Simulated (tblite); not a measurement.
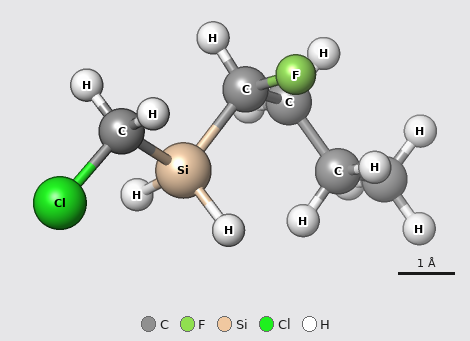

*The structure (ball-and-stick view, seen at a tilt).*

Bond lengths as drawn: C–C 1.52 to 1.53 Å, C–Cl 1.78 Å, C–F 1.40 Å, C–H 1.09 to 1.10 Å, C–Si 1.91 to 1.92 Å and H–Si 1.46 Å.

# C₅H₁₂ClFSi: frequency calculation

C₅H₁₂ClFSi, computed with GFN2-xTB harmonic vibrations, gas phase (tblite 0.8.0).

It belongs to a series of runs on one base structure; here: Si replaced by C.

Output:
```
mode    cm-1     km/mol
  1      32.7      0.57
  2      51.4      3.21
  3      62.1      1.23
  4      85.9      0.13
  5     100.9      5.54
  6     160.9      0.10
  7     176.1      0.23
  8     227.5      3.72
  9     235.5      0.25
 10     306.6     10.99
 11     337.1      1.55
 12     461.4     49.52
 13     560.9      3.55
 14     587.1     19.41
 15     672.3     10.77
 16     676.4     15.68
 17     718.3    285.53
 18     735.1    106.67
 19     745.1    120.46
 20     764.5    112.51
 21     784.5      6.01
 22     881.7     20.42
 23     920.2      8.64
 24     966.7     27.91
 25    1056.3      5.53
 26    1084.5      3.51
 27    1089.4      5.21
 28    1108.6     17.30
 29    1147.6      5.16
 30    1185.5      0.78
 31    1217.8      2.92
 32    1240.9      0.30
 33    1276.2      3.29
 34    1286.8      5.44
 35    1307.7      0.55
 36    1367.8      0.15
 37    1416.0      1.26
 38    1422.9      7.12
 39    1475.5      2.19
 40    1493.2      0.55
 41    1503.1      3.40
 42    1504.8      2.32
 43    2269.0    222.88
 44    2299.0    201.02
 45    2885.2     46.93
 46    2960.1      3.68
 47    2974.3     83.36
 48    2983.5     19.75
 49    2989.1      3.56
 50    2994.5     36.47
 51    2995.3      4.63
 52    3030.4     53.54
 53    3035.5     44.44
 54    3042.8     31.29
```

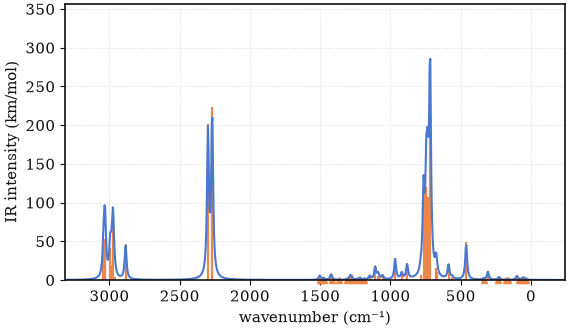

*Harmonic infrared spectrum, unscaled: sticks (degenerate modes added up, dark ones marked on the axis) with a Lorentzian envelope of 16 cm⁻¹ full width, scaled to the tallest stick.*

54 modes from 33 to 3043 cm⁻¹, none imaginary. The strongest line is at 718 cm⁻¹ (286 km/mol).

This output came from the following input.

The input:
```
{"job": {"kind": "ir", "xc": "GFN2-xTB", "basis": "xTB"}, "charge": 0, "multiplicity": 1}
C     -3.125299     0.270719    -0.444445
C     -1.709046     0.313091     0.115666
C     -0.878244    -0.869664    -0.372393
C      0.513438    -0.915133     0.242881
F      0.396021    -1.126307     1.617586
Si     1.593916     0.659703     0.002194
C      3.365203     0.175006     0.526681
Cl     4.435970     1.578858     0.266950
H     -3.107145     0.300106    -1.532048
H     -3.630703    -0.641434    -0.135002
H     -3.702615     1.119616    -0.086688
H     -1.224855     1.244334    -0.186853
H     -1.745724     0.292506     1.206311
H     -1.404359    -1.796385    -0.126777
H     -0.762675    -0.824217    -1.456856
H      1.034544    -1.808165    -0.127443
H      1.139064     1.735792     0.879080
H      1.584997     1.025480    -1.415613
H      3.784171    -0.643394    -0.055299
H      3.438192    -0.079834     1.581755
```

The first line tells a small driver script what to run in tblite; the rest is the geometry in Å.

Launched with:
```bash
OMP_NUM_THREADS=1 python <driver script> task.json out
```

Results in brief:

- outcome: converged
- total energy: −757.2646 eV
- zero-point energy: 98.4890 kcal/mol
- hardware: 1 CPU thread, shared host
- wall time: 1.4 s
- peak memory: 0.18 GiB
